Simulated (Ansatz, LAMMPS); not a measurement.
# Static equation of state of amorphous 29Ga2O3-71GeO2 (mol %) (86 atoms)

Density of this cell: 4.28 g/cm³. The cell holds 86 atoms: 14 Ga, 17 Ge and 55 O. Cell: a = 10.820 Å, b = 10.686 Å, c = 10.363 Å, α = 89.4°, β = 90.4°, γ = 90.2°. The starting structure: 86 atoms (14 Fe, 17 Ge, 55 O) placed at random at 3.74 g/cm³, melted at 5000 K for 10 ps at fixed volume with the Morse and Coulomb pair potential with partial charges (Pedone, Malavasi, Menziani, Cormack and Segre, J. Phys. Chem. B 110, 11780 (2006)). Quenched from 5000 K to 300 K at 100 K/ps and fixed volume, held 5 ps, then minimised at fixed cell. Then Fe was replaced by Ga and the cell scaled by 1.006 (the potential has no terms for the new elements, so the cell is a start for a DFT relaxation).

Calculated with Ansatz 0.2.0: Kohn-Sham DFT, PBE, PAW (set soft_2), plane waves; cutoff 420 eV, Γ point, fermi-dirac smearing of 0.025 eV. Cell and atoms were relaxed first, to V0 = 13.931 Å³ an atom at a residual P0 = -0.005 GPa. The cell was then scaled evenly, and the atoms were relaxed at each volume.

```
volume (Å³/atom)  pressure (GPa)
          12.538           6.890
          13.095               ?
          13.513           1.786
          14.349          -1.594
          14.767          -2.680
```

Task: Fit the third-order Birch–Murnaghan equation to the rows given and interpolate to the withheld row.

**Working.**

Take the Eulerian strain f = ½[(V0/V)^(2/3) − 1] and the normalised pressure F = (P − P0) / [3f(1 + 2f)^(5/2)]. The third-order Birch–Murnaghan equation is then the line F = B0 + (3/2)B0(B′ − 4) f, so u = f and v = F.

| u = f | v = F (GPa) |
| --- | --- |
| 0.0363831 | 52.9944 |
| 0.0102568 | 55.3038 |
| -0.00975630 | 57.0486 |
| -0.0190505 | 51.5929 |

With n = 4: mean u = 0.00445828, mean v = 54.2349, Σ(u − ū)² = 0.0018075, Σ(u − ū)(v − v̄) = -0.011288. Slope b = -0.011288 / 0.0018075 = -6.2452; intercept a = v̄ − b ū = 54.263.

So B0 = a = 54.3 GPa and B′ = 4 + 2b/(3a) = 3.92. At the withheld volume f = 0.02106, F = a + b f = 54.13 GPa, and P = P0 + 3f(1 + 2f)^(5/2) F.

Prediction at 13.095: 3.786 GPa. The run gave 3.809 GPa, so the fit is low by 0.023 GPa (0.59 % of the value).

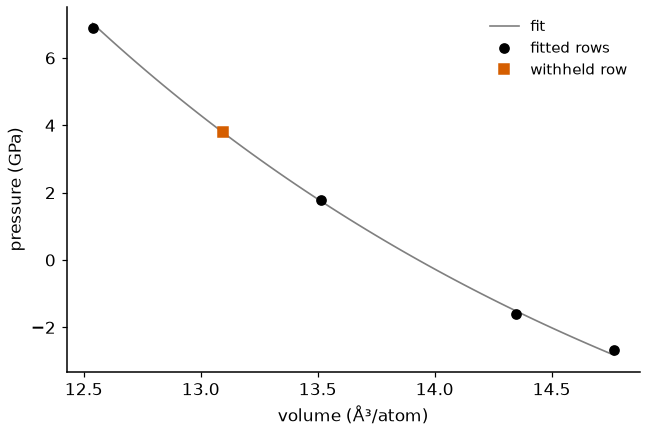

The fit, the rows that it rests on and the withheld row.

The series isn't one smooth equation of state: even a line fitted to all rows, the withheld one included, misses F by up to 5.4 % and the count of bonds changes along the series. B0 and B′ are then only the numbers of this fit, not moduli of the material. Among the rows given, the largest miss of the fit is at 14.767, by 0.14 GPa (1.5 % of the range of the table).

Limits: Static cells at zero temperature; the cell shape is held. The program notes that the SCF threshold of these relaxations is loose for the stress. The quench rate of 100 K/ps is many orders above laboratory rates, so the cell is likely richer in defects and strain than a real sample. The network of bonds at the start is that of the classical potential that made the cell, and needn't be the one that DFT or experiment would give. Only the Γ point is sampled, in a cell whose shortest periodic width is 10 Å.

[Logs are printed without paths, hosts, clocks, repeated set-up lines and the standing remarks that a program may print on its own settings, such as how far it seeks lower states.]

[Hosts, paths, dates, database ids (printed as entryN), source tags and the programs' standing remarks are cut or masked in the printed files.]
